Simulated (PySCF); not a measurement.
# C2H2O4Si, SMILES `O=C1O[SiH2]OC1=O`: electronic structure

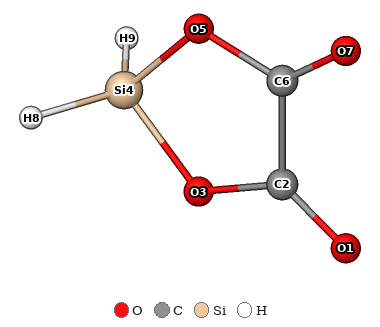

The molecule, with its atoms numbered as below. No frequency check shows the geometry to be a minimum.

Cartesian coordinates (Å):

```
O1       1.7014   -1.4729   -0.0010
C2       0.7413   -0.7726    0.0001
O3      -0.5219   -1.2141    0.0014
Si4     -1.6505    0.0000    0.0001
O5      -0.5216    1.2143   -0.0016
C6       0.7415    0.7725   -0.0002
O7       1.7018    1.4726    0.0011
H8      -2.3338    0.0028    1.2753
H9      -2.3336   -0.0021   -1.2758
```

## 1. Excited states

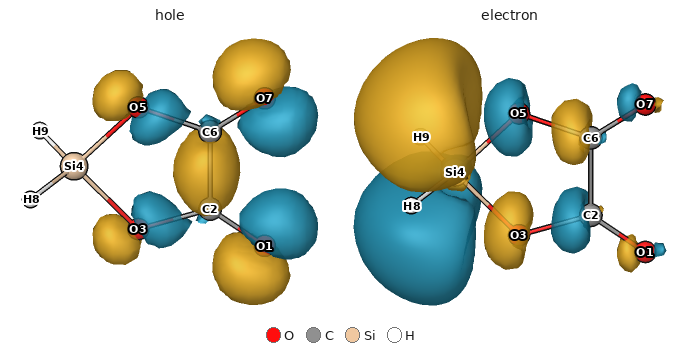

Leading natural transition orbital pair of S₃ (full linear response singlet states); the surfaces enclose about 78 % of each orbital's density.

Method: PBE0/def2-SVP; geometry: GFN2-xTB; program: PySCF. Without diffuse functions Rydberg states are missing, so the states' numbers hold for this basis only.

> Give its energy, strength and character.

6.58 eV (188 nm), f = 0.001 (very weak), n → σ*, charge transfer, whose energy this functional puts too low; the leading pair carries 98 %; hole on O1 and O7 (30 % each), C2 and C6 (10 % each) and O3 and O5 (8 % each), electron on Si4 (62 %), H8 and H9 (8 % each) and O3 and O5 (8 % each); their centroids lie 2.9 Å apart. In canonical orbitals it is mainly HOMO → LUMO+1 (97 %). The HOMO–LUMO gap is 6.31 eV.

## 2. In an electric field

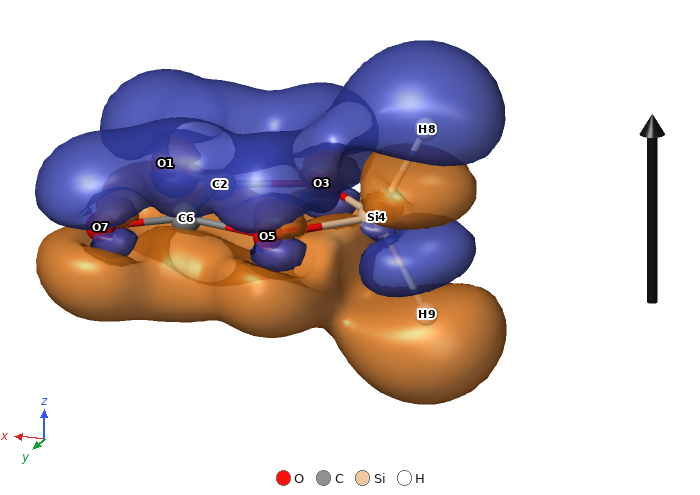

Change of the electron density in a uniform field of 0.51 V/Å along +z (arrow), surfaces at ±0.002 e/Å³ (orange: gain, blue: loss).

Computed with PySCF, PBE/6-31+G*, geometry: GFN2-xTB. The basis has diffuse s and p functions alone, which still leaves polarisabilities too small, most of all across bonds.

> What dipole is induced, and what polarisability does it imply?

The induced dipole is 1.02 D (along the field); α along this axis, from the fields in both directions, is 40 bohr³ (5.9 Å³).

> Which atoms gain and lose the most charge?

Electrons gather most on H9 (Hirshfeld charge changes by −0.021 e) and leave H8 most (+0.021 e); 0.110 electrons are displaced in all.

## 3. Removing or adding an electron

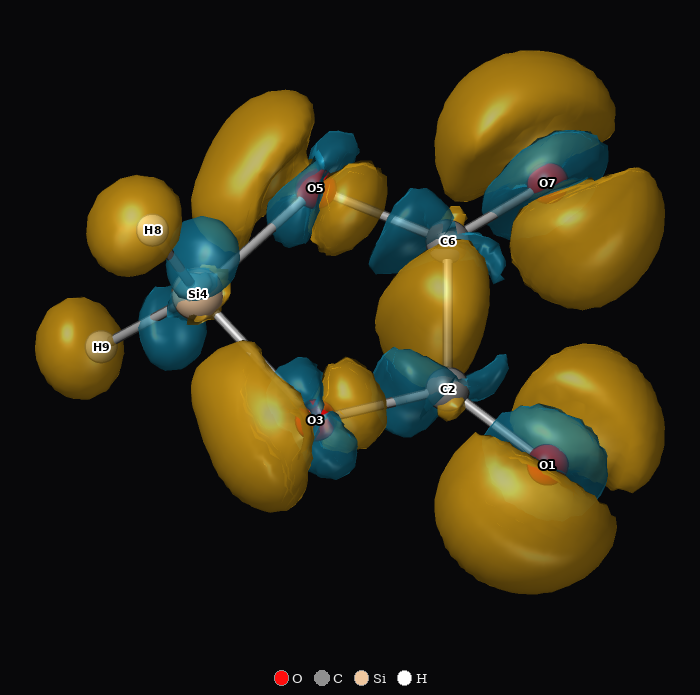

Fukui function f⁻ = ρ(N) − ρ(N−1) at fixed geometry, surfaces at ±0.02 e/Å³ (yellow positive, teal negative).

PySCF calculation, BLYP/6-311+G**, gas phase; geometry: GFN2-xTB.

> On which atoms does the density change most on removal of an electron?

f⁻ (Hirshfeld-condensed) is largest on O1 and O7 (0.23 each); the vertical ionisation energy is 10.12 eV (the stability of the cation's solution wasn't checked). Condensed values hint at sites of electrophilic attack but needn't mark the atom that reacts. Orbital relaxation makes it negative in places (0.21 e in all).

```
atom     f⁻  charge
  O1  +0.23   −0.21
  C2  +0.09   +0.19
  O3  +0.09   −0.20
 Si4  +0.09   +0.54
  O5  +0.09   −0.20
  C6  +0.09   +0.19
  O7  +0.23   −0.21
  H8  +0.04   −0.05
  H9  +0.04   −0.05
```

## 4. Stretching a bond

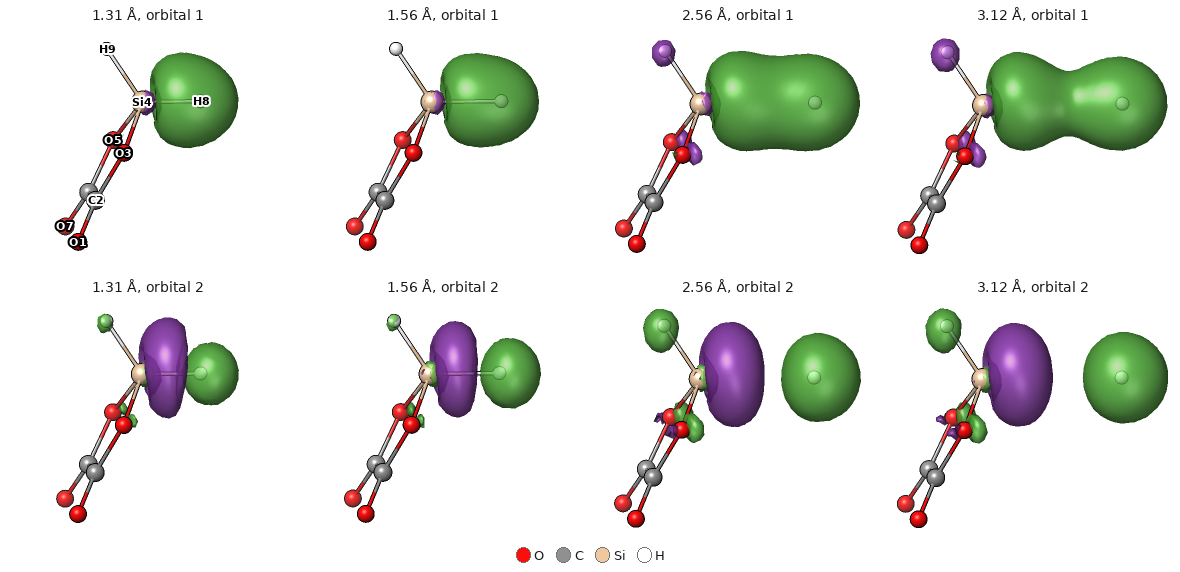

Rigid stretch of the Si4–H8 bond. The two CASSCF(2,2) natural orbitals nearest half filling (orbital 1 the more occupied).

Level of theory: 6-31G* basis (PySCF), at a geometry from GFN2-xTB.

> How do the occupations change along the stretch?

1.31 Å: 1.99 and 0.01; 1.56 Å: 1.98 and 0.02; 2.56 Å: 1.76 and 0.24; 3.12 Å: 1.47 and 0.53. At the longest distance computed (3.98 Å) they are 1.15 and 0.85, and the effective number of unpaired electrons is 1.9.

> Where does the UHF solution part from RHF?

Between 1.92 Å (⟨S²⟩ = 0, the two coincide) and 2.20 Å (⟨S²⟩ = 0.24); at 3.98 Å ⟨S²⟩ is 1.00 and UHF lies 3.9 eV below RHF.

> How much energy does the stretch cost?

By CASSCF, 3.8 eV from the lowest point of the scan (1.42 Å) to 3.98 Å; RHF gives 7.4 eV from its own lowest point. The fragments aren't relaxed and dynamic correlation is missing, so this isn't a bond dissociation energy.

The PySCF runs shown took 3 min, 36 s, 4.7 min and 3.6 min on 1 thread of Intel(R) Xeon(R) 6975P-C (Granite Rapids) (shared host).
